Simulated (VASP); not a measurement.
Band structure of Ni₃Sb (space group Pmmn). Computed with LDA (Ceperley-Alder, Perdew-Zunger), VASP's LDA PAW potentials (set 64) (plane waves; VASP).

Unless said otherwise, spin-orbit coupling is left out, though it shifts the bands of the heavy elements here.

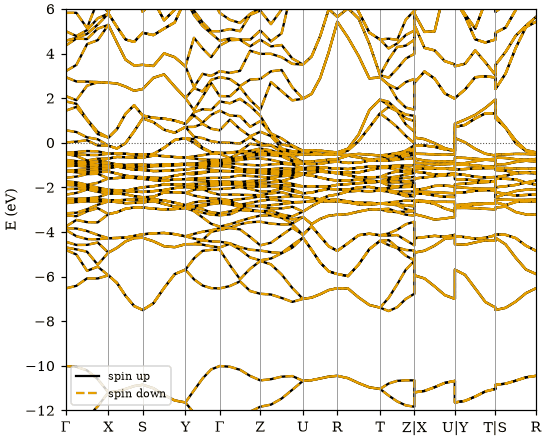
Figure. Bands along high-symmetry lines, zero at the valence-band maximum or, without a gap, the Fermi level

Read the plot: is there a gap, and where are the band edges?

It has no gap at this level: it comes out as a metal or semimetal.

The structure comes from a measured Ni3Sb entry of the Crystallography Open Database, whose conditions weren't checked. The cell was not relaxed at this level. The k-mesh is coarse (spacing up to 0.49 per Å, 2π included), so the numbers may not be converged in it.
